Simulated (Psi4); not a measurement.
# FIn (InF) at HF/def2-TZVPP (core potential, sweep point 4)

Wanted: a geometry optimisation of FIn (InF). 

The calculation is run with Psi4 1.11.

## 1. The structure to begin with

FIn: 2 atoms, total charge 0, spin state singlet. As SMILES, `[F][In]`. Geometry: a GFN2-xTB relaxation, a rough one for these elements and not checked as a minimum. The run starts from this shape.

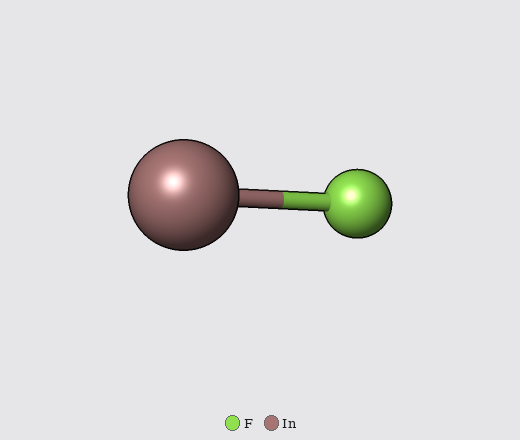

Viewed from a chosen angle; fluorine green, indium brown.

## 2. A geometry optimisation at HF/def2-TZVPP (core potential, sweep point 4)

Contents of calc.dat:

```
memory 1600 MB

molecule m {
  0 1
  F      0.000000     0.000000     0.000000
  In     0.000000     0.000000     2.025490
  units angstrom
  symmetry c1
}

set basis def2-TZVPP
set reference rhf
set puream true
set scf_type pk
set g_convergence gau_tight
set geom_maxiter 50

energy_value = optimize("hf")
```

Launch:

```
$ psi4 -n 1 calc.dat calc.out
```

**Question.** What will come out? Wanted: total energy at the end; dipole moment; HOMO energy; LUMO energy; HOMO–LUMO gap; bond length.

**Answer.** As computed:

Level: HF/def2-TZVPP (core potential, sweep point 4).

```
               quantity          value
total energy at the end  -288.75605 Eh
          dipole moment         3.14 D
            HOMO energy       -9.51 eV
            LUMO energy        0.56 eV
          HOMO–LUMO gap       10.07 eV
            bond length        1.976 Å
```

What this shows: At the final geometry: Bond lengths: F1–In2 1.976 Å. The optimisation took 6 steps and changed the energy by -0.021 eV.
